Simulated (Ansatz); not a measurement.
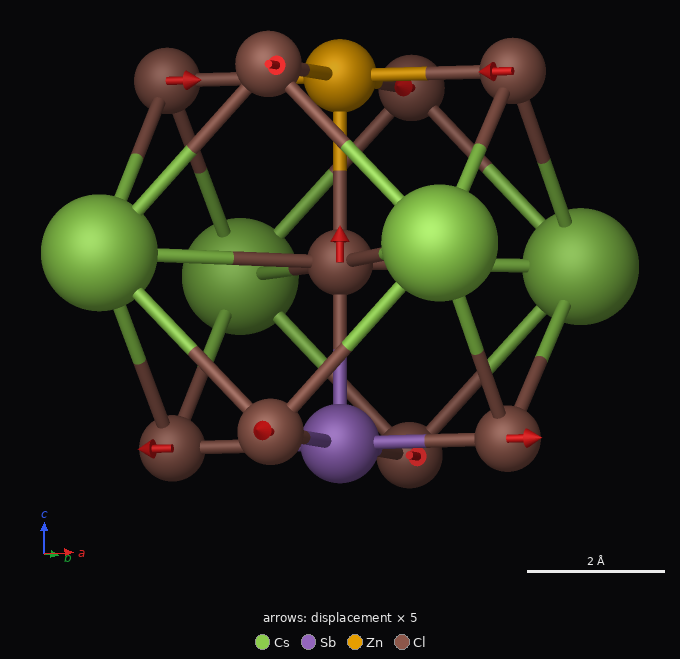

A relaxation of solid Cs2ZnSbCl6 (a generated structure, set up in Fm-3m). The starting structure is drawn; red arrows show the displacements (the part carried along by the change of the cell is left out), magnified 5 times.

The picture is a ball-and-stick view of the atoms within 5.0 Å of the atom that moves most (axes of the conventional cell (4 times the calculation's cell)), seen from a free direction. Lengths and directions refer to the drawn axes.

The start is a swapped structure.

Method: DFT, PAW plane waves, PBE in Ansatz 0.2.0.

Input file:
```yaml
crystal:
  lattice:
    - [0.0, 5.380662, 5.380662]
    - [5.380662, 0.0, 5.380662]
    - [5.380662, 5.380662, 0.0]
  atoms:
    - { symbol: Cs, position: [0.25, 0.25, 0.25] }
    - { symbol: Cs, position: [0.75, 0.75, 0.75] }
    - { symbol: Sb, position: [0.0, 0.0, 0.0] }
    - { symbol: Zn, position: [0.5, 0.5, 0.5] }
    - { symbol: Cl, position: [0.75373, 0.24627, 0.24627] }
    - { symbol: Cl, position: [0.24627, 0.75373, 0.24627] }
    - { symbol: Cl, position: [0.24627, 0.75373, 0.75373] }
    - { symbol: Cl, position: [0.75373, 0.24627, 0.75373] }
    - { symbol: Cl, position: [0.24627, 0.24627, 0.75373] }
    - { symbol: Cl, position: [0.75373, 0.75373, 0.24627] }
  symmetry: { tolerance: 0.0003 }
kpoints:
  mp_grid: { grid: [4, 4, 4], shift: [0, 0, 0] }
magnetization:
  spin_polarized: false
scf:
  occupations: { method: fermi_dirac, width: 0.0312 }
  lower_state_search: "off"
hamiltonian:
  pseudopotentials: { kind: paw }
  xc: pbe
basis:
  ecutwfc: 420
  fft_grid_basis: typed
relax:
  max_steps: 80
  cell: { p_target: 0.0 }
output:
  forces: true
  stress: true
  eigenvalues: true
  bader: true
  populations: true
  elf: true
  write_potential: true
  volumetric_format: npy
  dos:
    e_range: [-12, 8]
    de: 0.05
    projected: { site_lists: { Cl: [Cl], Cs: [Cs], Sb: [Sb], Zn: [Zn] } }
  write_density: true
checkpoint:
  read: saved_state
```

Command:
```bash
ansatz run input.yaml --threads 2 --pin off --max-ram 2560MiB --backend cpu --events-out ev --progress --plain --runs-dir out
```

What happened in the run?

The largest moves relative to the cell, 0.11 Å, are those of Cl5, Cl6, Cl7, Cl8, Cl9 and Cl10. Cl9 goes along +c. Cs and Sb and Zn stay in place. The volume changes by −1.7 %, with a = b = c 10.761 → 10.701 Å (−0.6 %). Among the contacts that change: Zn4–Cl5 2.730 → 2.605 Å, Sb3–Cl5 2.650 → 2.745 Å, Cs1–Cl5 3.805 → 3.784 Å. The space group stays Fm-3m (No. 225). Over 4 accepted moves (5 points after the start) the energy falls by 12.6 meV per atom. The largest force component goes from 0.43 to 0.0014 eV/Å. Pressure: 0.62 GPa at the start and 0.00 GPa at the end. At 1 point the geometry stayed and the basis and grid were re-selected for the new cell (energy shift of less than 0.05 meV per atom at most each time).

Limits of the set-up: an odd number of electrons was run without spin polarisation, which fails if the electron would localise.
